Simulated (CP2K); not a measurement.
Band structure of K (Im-3m, 1 atom in the cell).

```xyz
1
Lattice="4.7784 0.0000 0.0000 -1.5928 4.5051 0.0000 -1.5928 -2.2525 3.9015" Properties=species:S:1:pos:R:3 pbc="T T T"
K      0.0000     0.0000     0.0000
```

Level of theory: PBE, GPW, DZVP-MOLOPT-SR-GTH basis, GTH-PBE potentials (GTH_POTENTIALS) (CP2K).

Settings: CUTOFF = 500 Ry; REL_CUTOFF = 50 Ry; SMEAR/METHOD = GAUSSIAN; SIGMA = 0.1 eV; KPOINTS/SCHEME = MONKHORST-PACK 11 11 11; XC_FUNCTIONAL = PBE; K/BASIS_SET = DZVP-MOLOPT-SR-GTH-q9; K/POTENTIAL = GTH-PBE-q9; METHOD = GPW; EPS_DEFAULT = 1e-10; EXTRAPOLATION = USE_GUESS; NGRIDS = 5; SCF_GUESS = ATOMIC; EPS_SCF = 1e-06.

The starting cell comes from a database of computed structures (which also holds hypothetical and non-ambient phases and stackings), without a prior relaxation at this level. Its lattice was rescaled by a random factor within 2.5 % of one. Values carry the incompleteness of an atom-centred basis.

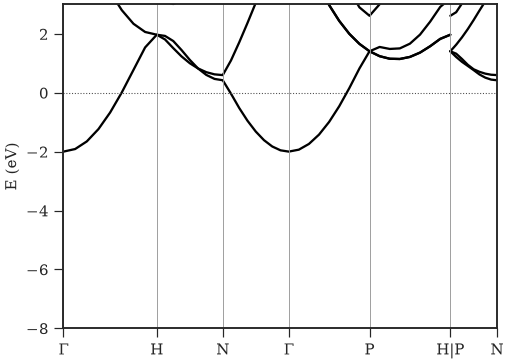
Figure. Bands along the path, energies from the Fermi level.

Levels in eV from the Fermi level, bands 1 to 6:
| point | 1 | 2 | 3 | 4 | 5 | 6 |
|---|---|---|---|---|---|---|
| Γ | -32.69 | -15.84 | -15.84 | -15.84 | -2.00 | 4.45 |
| H | -32.69 | -15.87 | -15.87 | -15.87 | 1.97 | 1.97 |
| N | -32.69 | -15.88 | -15.85 | -15.84 | 0.43 | 0.60 |
| P | -32.69 | -15.86 | -15.86 | -15.86 | 1.41 | 1.41 |

Bands cross the Fermi level along this path, so the cell is metallic at this level.

Higher empty bands are left out: an atom-centred basis made for the valence describes them poorly.
